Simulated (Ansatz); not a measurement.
Nudged elastic band, with input and output: SiNH$_{5}$

The run: nudged elastic band of SiNH$_{5}$. Method and program: RHF/def2-TZVP (Ansatz 0.2.0).

One setting was made poor on purpose. It belongs to a series of runs on one base structure; here: band between the two ends. Figures and captions count atoms from 1; the log counts them from 0 in places.

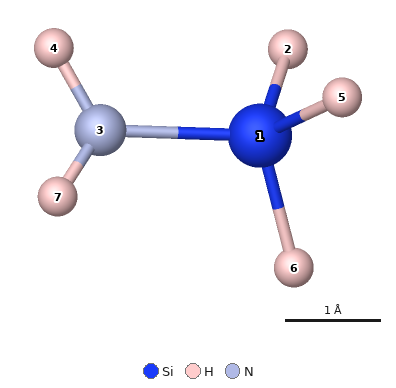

The input geometry (ball-and-stick view, seen at a tilt; atoms are numbered from 1 in the order of the input).

**Input**
```yaml
crystal:
  periodic: [false, false, false]
  atoms:
    - { symbol: Si, position_ang: [-0.499755, -0.332993, 0.276967] }
    - { symbol: H, position_ang: [-0.071083, -0.956592, 1.544123] }
    - { symbol: "N", position_ang: [0.860607, 0.412693, -0.44384] }
    - { symbol: H, position_ang: [1.48842, 0.97046, 0.088595] }
    - { symbol: H, position_ang: [-1.623228, 0.581576, 0.590216] }
    - { symbol: H, position_ang: [-1.013655, -1.355637, -0.654872] }
    - { symbol: H, position_ang: [0.858694, 0.680691, -1.401188] }
basis:
  gaussian: { orbitals: def2-TZVP }
hamiltonian:
  xc: hf
neb:
  order_check: false
  images: 5
  f_tol: 0.03
  max_iterations: 60
  spring: 0.1
  final_atoms:
    - { symbol: Si, position_ang: [-1.33579839, -0.02029907, -0.60002897] }
    - { symbol: H, position_ang: [2.68576886, -0.6691166, 1.91828535] }
    - { symbol: "N", position_ang: [0.14523619, 0.48659946, -0.57375056] }
    - { symbol: H, position_ang: [2.20725272, -0.4570626, 1.39991859] }
    - { symbol: H, position_ang: [-2.51352266, 0.62133751, -1.21147666] }
    - { symbol: H, position_ang: [-1.68199085, -1.28754152, 0.04454774] }
    - { symbol: H, position_ang: [0.49305412, 1.32628083, -0.97749449] }
  initial_path:
    images:
      - { positions_ang: [[-0.499755, -0.332993, 0.276967], [-0.071083, -0.956592, 1.544123], [0.860607, 0.412693, -0.44384], [1.48842, 0.97046, 0.088595], [-1.623228, 0.581576, 0.590216], [-1.013655, -1.355637, -0.654872], [0.858694, 0.680691, -1.401188]] }
      - { positions_ang: [[-0.5442869, -0.27844053, 0.17550873], [0.17518494, -0.78786062, 1.46108927], [0.83230744, 0.45713433, -0.47021206], [1.39989725, 0.65418382, 0.27108794], [-1.69843726, 0.5698571, 0.51787834], [-1.04754783, -1.40975167, -0.55186236], [0.88288235, 0.79507557, -1.40348886]] }
      - { positions_ang: [[-0.5888188, -0.22388805, 0.07405045], [0.42145289, -0.61912924, 1.37805554], [0.80400789, 0.50157567, -0.49658412], [1.3113745, 0.33790764, 0.45358089], [-1.77364651, 0.5581382, 0.44554069], [-1.08144067, -1.46386635, -0.44885272], [0.9070707, 0.90946013, -1.40578973]] }
      - { positions_ang: [[-0.63335069, -0.16933558, -0.02740782], [0.66772083, -0.45039786, 1.29502181], [0.77570833, 0.546017, -0.52295618], [1.22285175, 0.02163146, 0.63607383], [-1.84885577, 0.5464193, 0.37320303], [-1.1153335, -1.51798102, -0.34584308], [0.93125906, 1.0238447, -1.40809059]] }
      - { positions_ang: [[-0.86749992, -0.11965674, -0.21828154], [1.34040351, -0.52330411, 1.50277632], [0.56555095, 0.52621116, -0.53988764], [1.55098541, -0.13793323, 0.89068875], [-2.0704114, 0.57139204, -0.15502353], [-1.30421929, -1.44116786, -0.21571281], [0.78519074, 1.12465674, -1.26455856]] }
      - { positions_ang: [[-1.10164916, -0.06997791, -0.40915526], [2.01308619, -0.59621035, 1.71053084], [0.35539357, 0.50640531, -0.5568191], [1.87911907, -0.29749792, 1.14530367], [-2.29196703, 0.59636477, -0.6832501], [-1.49310507, -1.36435469, -0.08558253], [0.63912243, 1.22546879, -1.12102652]] }
      - { positions_ang: [[-1.33579839, -0.02029907, -0.60002897], [2.68576886, -0.6691166, 1.91828535], [0.14523619, 0.48659946, -0.57375056], [2.20725272, -0.4570626, 1.39991859], [-2.51352266, 0.62133751, -1.21147666], [-1.68199085, -1.28754152, 0.04454774], [0.49305412, 1.32628083, -0.97749449]] }
```

Launched with:
```bash
ansatz run input.yaml --threads 2 --pin off --max-ram 3072MiB --backend cpu --events-out ev --progress --plain --runs-dir out
```

**What the program printed**
```
Engine: ansatz 0.2.0, x86_64-unknown-linux-gnu
Functional definition: HF
  exchange = exact_x
  correlation = 0
710 factors; their error is unknown
mean field evaluation 1: about -9422.0460 eV, gradient 3.3e1 eV
mean field evaluation 2: about -9423.7970 eV, gradient 1.8e1 eV
mean field evaluation 4: about -9424.4506 eV, gradient 2.7e-1 eV
mean field evaluation 8: about -9424.6253 eV, gradient 4.2e-1 eV
mean field -9424.62545537 eV, -346.3485972444 hartree, gradient 1.4e-5 eV, S^2 0.000000; 0 other end points of the search recorded, 0 dependent functions left out
the calculation of the forces begins
reference -9424.62545537 eV, -346.3485972444 hartree; 13, 13 occupied and 85, 85 virtual orbitals, 710 factors
710 factors; their error is unknown
mean field evaluation 16: about -9418.9107 eV, gradient 3.6e1 eV
mean field -9421.84044146 eV, -346.2462498709 hartree, gradient 1.8e-5 eV, S^2 0.000000; 0 other end points of the search recorded, 0 dependent functions left out
[... from here on the field's lines of each further geometry are left out, up to the last ...]
NEB iter   1: max|band force component| = 3.720e0 eV/Å  barrier→ = 4.5993 eV  barrier← = 1.8143 eV  Δτ_max = 0.2000 Å  (232 SCF iters)
NEB iter   2: max|band force component| = 1.510e0 eV/Å  barrier→ = 4.3964 eV  barrier← = 1.6114 eV  Δτ_max = 0.2000 Å  (179 SCF iters)
NEB iter   3: max|band force component| = 1.813e0 eV/Å  barrier→ = 4.5010 eV  barrier← = 1.7160 eV  Δτ_max = 0.1003 Å  (172 SCF iters)
NEB iter   4: max|band force component| = 1.060e0 eV/Å  barrier→ = 4.6129 eV  barrier← = 1.8279 eV  Δτ_max = 0.0999 Å  (156 SCF iters)
NEB iter   5: max|band force component| = 1.020e0 eV/Å  barrier→ = 4.6914 eV  barrier← = 1.9064 eV  CI = image 3  Δτ_max = 0.2000 Å  (163 SCF iters)
NEB iter   6: max|band force component| = 8.812e-1 eV/Å  barrier→ = 4.4751 eV  barrier← = 1.6901 eV  CI = image 3  Δτ_max = 0.2000 Å  (164 SCF iters)
NEB iter   7: max|band force component| = 7.857e-1 eV/Å  barrier→ = 4.3164 eV  barrier← = 1.5314 eV  CI = image 3  Δτ_max = 0.0800 Å  (161 SCF iters)
NEB iter   8: max|band force component| = 3.386e-1 eV/Å  barrier→ = 4.2807 eV  barrier← = 1.4957 eV  CI = image 3  Δτ_max = 0.2000 Å  (152 SCF iters)
NEB iter   9: max|band force component| = 2.109e-1 eV/Å  barrier→ = 4.2687 eV  barrier← = 1.4836 eV  CI = image 3  Δτ_max = 0.0889 Å  (159 SCF iters)
NEB iter  10: max|band force component| = 5.897e-1 eV/Å  barrier→ = 4.2646 eV  barrier← = 1.4796 eV  CI = image 3  Δτ_max = 0.0423 Å  (151 SCF iters)
NEB iter  11: max|band force component| = 2.969e-1 eV/Å  barrier→ = 4.2623 eV  barrier← = 1.4773 eV  CI = image 3  Δτ_max = 0.0445 Å  (152 SCF iters)
NEB iter  12: max|band force component| = 1.394e-1 eV/Å  barrier→ = 4.2612 eV  barrier← = 1.4762 eV  CI = image 3  Δτ_max = 0.0890 Å  (148 SCF iters)
NEB iter  13: max|band force component| = 1.472e-1 eV/Å  barrier→ = 4.2592 eV  barrier← = 1.4742 eV  CI = image 3  Δτ_max = 0.0180 Å  (148 SCF iters)
NEB iter  14: max|band force component| = 5.897e-2 eV/Å  barrier→ = 4.2588 eV  barrier← = 1.4738 eV  CI = image 3  Δτ_max = 0.0380 Å  (151 SCF iters)
NEB iter  15: max|band force component| = 3.177e-2 eV/Å  barrier→ = 4.2586 eV  barrier← = 1.4736 eV  CI = image 3  Δτ_max = 0.0282 Å  (152 SCF iters)
the calculation of the forces begins
reference -9421.82756382 eV, -346.2457766264 hartree; 13, 13 occupied and 85, 85 virtual orbitals, 710 factors
710 factors; their error is unknown
mean field -9420.36693078 eV, -346.1920993519 hartree, gradient 2.5e-5 eV, S^2 0.000000; 1 other end points of the search recorded, 0 dependent functions left out
the calculation of the forces begins
reference -9420.36693078 eV, -346.1920993519 hartree; 13, 13 occupied and 85, 85 virtual orbitals, 710 factors
NEB iter  16: max|band force component| = 1.851e-2 eV/Å  barrier→ = 4.2585 eV  barrier← = 1.4735 eV  CI = image 3  Δτ_max = 0.0000 Å  (427 SCF iters)
```

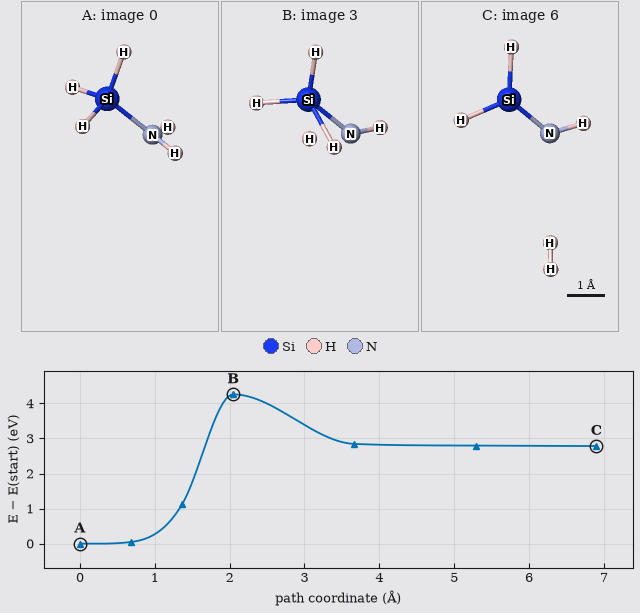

Images of the last band (counted from 0; ball-and-stick, seen at an oblique angle) above the energy along the path; the line is a cubic interpolation that uses the forces. The highest image is number 3, 4.259 eV above the start and 1.474 eV above the end (the climbing image); the end lies 2.785 eV above the start. The path is 6.90 Å long. The band converged in 16 iterations.

```
Total energy: -9420.36693078 eV, -346.1920993519 hartree
Atom 0 at    -0.524358    -0.193796    -0.079100 Å, force     0.001382    -0.003227    -0.004940 eV/Å
Atom 1 at     0.477485    -0.432253     1.330862 Å, force     0.001846    -0.001281     0.002238 eV/Å
Atom 2 at     0.784256     0.431361    -0.769896 Å, force    -0.020077     0.011472     0.003320 eV/Å
Atom 3 at     0.953288     0.034084     0.697179 Å, force     0.003711    -0.000222     0.001139 eV/Å
Atom 4 at    -1.638389     0.564218     0.525488 Å, force     0.000867    -0.001018     0.000410 eV/Å
Atom 5 at    -0.997696    -1.572835    -0.293675 Å, force     0.000504     0.001165     0.000274 eV/Å
Atom 6 at     0.945415     1.169419    -1.410856 Å, force     0.011768    -0.006889    -0.002442 eV/Å
Dipole moment:    -0.336009     0.010412     0.185132 e Å
this run last wrote the band of iteration 16 to [file]
```

**The last band as extended XYZ (Å, eV, eV/Å)**
```
7
Properties=species:S:1:pos:R:3:forces:R:3 image=0 energy=-9424.62545
Si   -0.4998   -0.3330    0.2770    0.0067  -0.0132  -0.0164
H    -0.0711   -0.9566    1.5441   -0.0062   0.0081   0.0024
N     0.8606    0.4127   -0.4438    0.0072   0.0130   0.0091
H     1.4884    0.9705    0.0886   -0.0094  -0.0092  -0.0139
H    -1.6232    0.5816    0.5902    0.0044   0.0012   0.0061
H    -1.0137   -1.3556   -0.6549   -0.0010   0.0008   0.0011
H     0.8587    0.6807   -1.4012   -0.0017  -0.0007   0.0115
7
Properties=species:S:1:pos:R:3:forces:R:3 image=1 energy=-9424.57881
Si   -0.5286   -0.3257    0.2309    0.0047  -0.0184   0.0721
H     0.0018   -0.7383    1.5426   -0.1437  -0.1043   0.1008
N     0.8186    0.4147   -0.5091    0.0092   0.0120   0.0507
H     1.5974    0.5537    0.0896    0.2129   0.1337  -0.1260
H    -1.6865    0.5755    0.4236   -0.0017   0.0058  -0.0298
H    -1.0245   -1.5138   -0.4932    0.0027   0.0352  -0.0557
H     0.8219    1.0341   -1.2845   -0.0840  -0.0640  -0.0121
7
Properties=species:S:1:pos:R:3:forces:R:3 image=2 energy=-9423.50114
Si   -0.5516   -0.2863    0.1164   -0.1635  -0.5493   1.1573
H     0.2540   -0.5214    1.3772   -1.1631  -0.5298   0.2201
N     0.8094    0.3709   -0.6276    0.0699  -0.2982   0.7738
H     1.2244    0.3140    0.3124    1.6140   1.6169  -2.2841
H    -1.6795    0.5917    0.4594   -0.2140   0.0947  -0.2375
H    -1.0433   -1.5792   -0.3594   -0.2375  -0.0597  -0.3422
H     0.9866    1.1105   -1.2783    0.0942  -0.2747   0.7125
7
Properties=species:S:1:pos:R:3:forces:R:3 image=3 energy=-9420.36693
Si   -0.5244   -0.1938   -0.0791    0.0014  -0.0032  -0.0049
H     0.4775   -0.4323    1.3309    0.0018  -0.0013   0.0022
N     0.7843    0.4314   -0.7699   -0.0201   0.0115   0.0033
H     0.9533    0.0341    0.6972    0.0037  -0.0002   0.0011
H    -1.6384    0.5642    0.5255    0.0009  -0.0010   0.0004
H    -0.9977   -1.5728   -0.2937    0.0005   0.0012   0.0003
H     0.9454    1.1694   -1.4109    0.0118  -0.0069  -0.0024
7
Properties=species:S:1:pos:R:3:forces:R:3 image=4 energy=-9421.78055
Si   -0.7585   -0.0952   -0.4797   -0.0320  -0.0053  -0.0161
H     1.0237   -0.5629    2.0074    0.0285  -0.0128   0.0662
N     0.3503    0.4554   -1.4342   -0.0179   0.0090  -0.0572
H     1.4115   -0.3097    1.4361    0.0379  -0.0185   0.0529
H    -1.6269    0.6439    0.4552   -0.0013   0.0094  -0.0171
H    -1.0330   -1.5320   -0.4328   -0.0055   0.0019  -0.0153
H     0.6330    1.4006   -1.5520   -0.0098   0.0164  -0.0135
7
Properties=species:S:1:pos:R:3:forces:R:3 image=5 energy=-9421.82756
Si   -1.0857   -0.0109   -0.5623   -0.0023   0.0068  -0.0022
H     1.9880   -0.7656    2.1982    0.0070  -0.0005   0.0025
N     0.2404    0.5303   -1.1927    0.0058  -0.0044   0.0008
H     1.9493   -0.5146    1.5076    0.0027  -0.0014   0.0010
H    -2.3355    0.7197   -0.2850   -0.0061   0.0000  -0.0054
H    -1.1814   -1.4155   -0.1630   -0.0018   0.0005  -0.0002
H     0.4248    1.4567   -1.5029   -0.0053  -0.0011   0.0037
7
Properties=species:S:1:pos:R:3:forces:R:3 image=6 energy=-9421.84044
Si   -1.3358   -0.0203   -0.6000    0.0019   0.0001   0.0017
H     2.6858   -0.6691    1.9183    0.0014  -0.0003  -0.0003
N     0.1452    0.4866   -0.5738    0.0028   0.0046  -0.0020
H     2.2073   -0.4571    1.3999    0.0000  -0.0006  -0.0001
H    -2.5135    0.6213   -1.2115   -0.0012  -0.0021  -0.0024
H    -1.6820   -1.2875    0.0445   -0.0048  -0.0013   0.0012
H     0.4931    1.3263   -0.9775   -0.0002  -0.0004   0.0019
```

**Key numbers**

| quantity | value |
| --- | --- |
| outcome | converged |
| barrier, forward | 4.258 eV |
| barrier, backward | 1.474 eV |
| hardware | 2 threads of Intel Xeon (Granite Rapids), 16 GiB of memory available, shared host |
| wall time | 24 s (CPU time 42 s) |
| peak memory | 0.16 GiB |

**Notes**

A deliberately poor setting: spring. The order of the saddle point was not checked.
